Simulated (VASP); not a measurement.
Band structure of ZrP (space group P6/mmm). All values below come from PBE GGA, VASP's PBE PAW potentials (set 64) (plane waves; VASP).

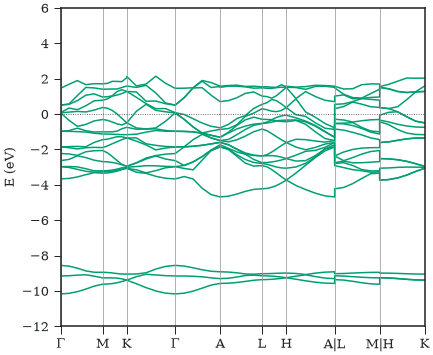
Figure: Bands along high-symmetry lines, zero at the valence-band maximum or, without a gap, the Fermi level

Read the plot: is there a gap, and where are the band edges?

It has no gap at this level: it comes out as a metal or semimetal.

The structure was generated: ZrP was put into an ordered model structure, which need not be its known phase. The cell was not relaxed at this level. The electron count is odd and the run is not spin-polarised, which forces a metal.
